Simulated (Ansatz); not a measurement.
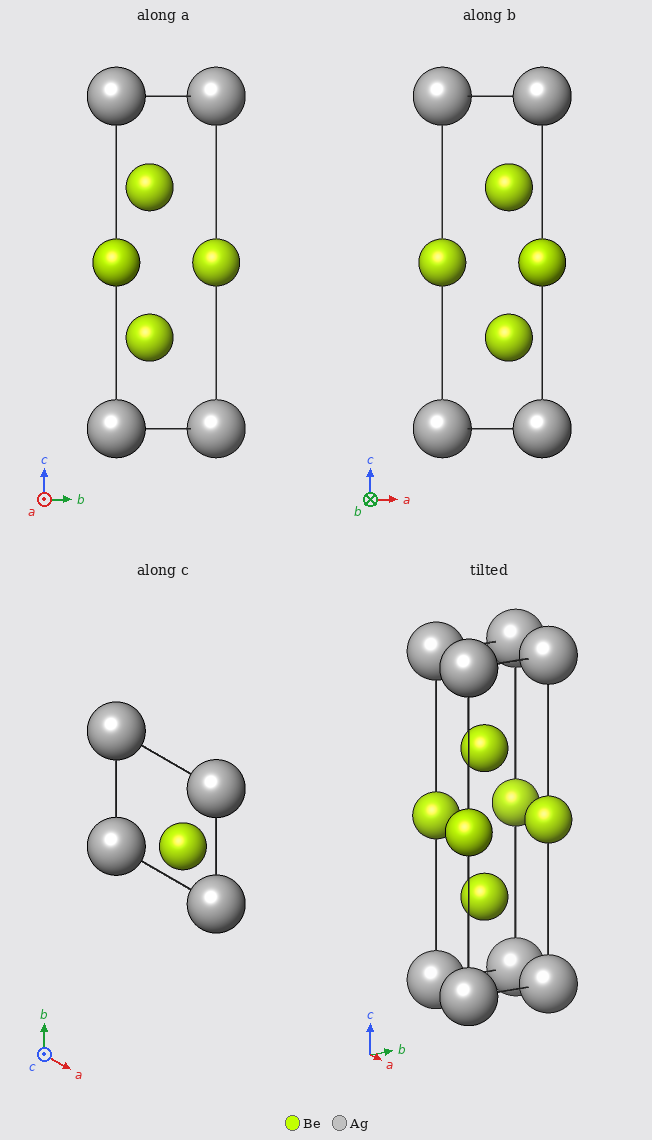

A spheres-only rendering, viewed along the a axis, along the b axis, along the c axis and slightly off an axis. The frame is the conventional unit cell; atoms at its boundary are shown with their periodic copies.

Lattice parameters: a = 2.6080 Å, b = 2.6080 Å, c = 7.5170 Å, α = 90.000°, β = 90.000°, γ = 120.000°.

**Write down what is shown as a CIF with its space group and independent sites, with free fractional coordinates to two decimals.**

```cif
data_structure
_symmetry_space_group_name_H-M 'P -6 m 2'
_symmetry_Int_Tables_number 187
_cell_length_a 2.6080
_cell_length_b 2.6080
_cell_length_c 7.5170
_cell_angle_alpha 90.000
_cell_angle_beta 90.000
_cell_angle_gamma 120.000
_cell_volume 44.28
loop_
_atom_site_label
_atom_site_type_symbol
_atom_site_symmetry_multiplicity
_atom_site_Wyckoff_symbol
_atom_site_fract_x
_atom_site_fract_y
_atom_site_fract_z
_atom_site_occupancy
Be1 Be 1 b 0.00 0.00 0.50 1
Be2 Be 2 i 0.6667 0.3333 0.27 1
Ag1 Ag 1 a 0.00 0.00 0.00 1
```

The structure comes from a structure type filled with these elements by a generator (whether the compound takes this form wasn't checked). The structure drawn was relaxed with Ansatz 0.2.0, DFT PBEsol, scalar-relativistic, plane waves, PAW.
